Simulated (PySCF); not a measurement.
# AlF3 (Aluminum trifluoride): the cost of one run

The runs use PySCF 2.14.0, with density-fitted response routines of our own; the level of theory stands in each step. All values are computed, except where a source is named. Atoms count from 0, in the outputs and in this text.

## 1. Starting geometry

4 atoms, charge 0, multiplicity 1; geometry from: GFN2-xTB. The atoms were then displaced at random by about 0.03 Å, so the start is not that level's minimum.

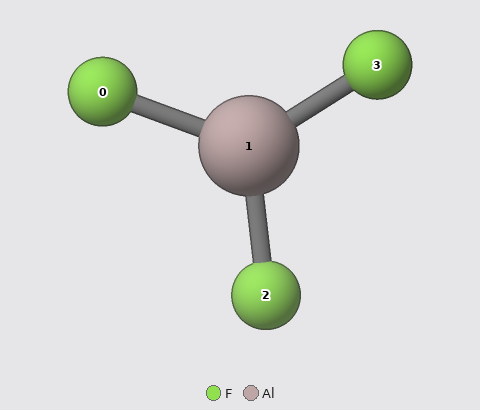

As it starts; fluorine green, aluminium light grey, atoms numbered; sticks join atoms by distance.

## 2. Optimising the geometry at PBE0-D3(BJ)/def2-SVP

Job settings and geometry (Å):

```
{"job": {"xc": "PBE0", "basis": "def2-SVP", "d3": "d3bj", "grid": 1, "shake": 0.03, "kind": "geom"}, "charge": 0, "multiplicity": 1}
F     -0.847260    -1.425660     0.001920
Al    -0.010650    -0.011440    -0.017540
F      1.573590    -0.117840    -0.026730
F     -0.611920     1.474050    -0.033830
```

On the command line:

```sh
OMP_NUM_THREADS=1 python probes_run.py task.json out
```

The driver reads the jobs from task.json and runs them one after another.

Q: Estimate the wall time and peak memory of this first job on 1 thread of Arm Neoverse V1, shared host.

About 9.1 s, with a peak of 0.26 GiB.
